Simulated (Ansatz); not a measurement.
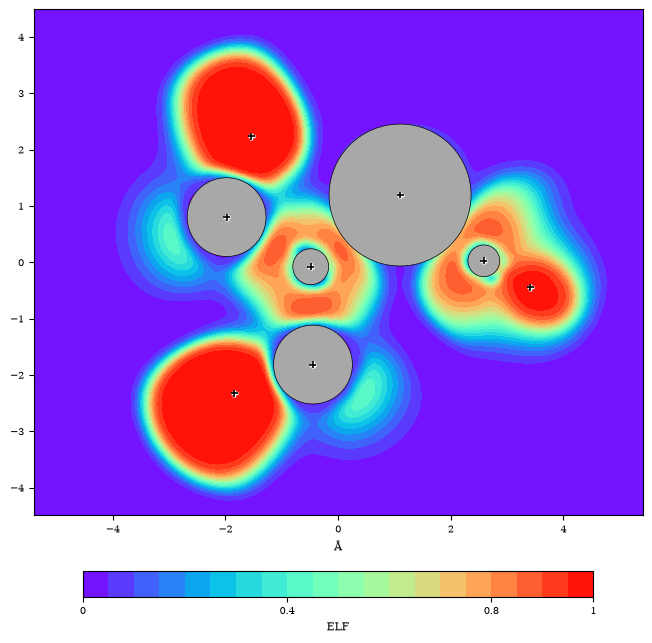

The electron localisation function on a plane through atoms (crosses mark nuclei in the plane; grey discs cover the cores).

Computed with Ansatz, RKS PBE0-D4/def2-TZVPP.

Candidates:
A. Cl2H7HfNOSi2
B. C12H16Hf (SMILES C[C]12[CH]3[CH]4[CH]5[CH]1[HfH2]45321678[CH]2[CH]1[CH]6[C]7(C)[CH]28)
C. C7H14O3SiZr (SMILES C[O][Zr]1234([OH])([O]C)[CH]5[CH]1[CH]2[C]3([SiH3])[CH]54)

> Which system is this?

Candidate A: Cl2H7HfNOSi2 on the plane of atoms Hf2, Si6 and H9, which holds O, Hf, N, Si and H. Si–N (1.73 Å): the ELF peaks at about 0.90 between the atoms: a polar covalent bond. Hf–O (1.89 Å): the ELF peaks at about 0.80 in the valence shell of O, 0.5 Å from its nucleus, and drops to about 0.20 between the two atoms.
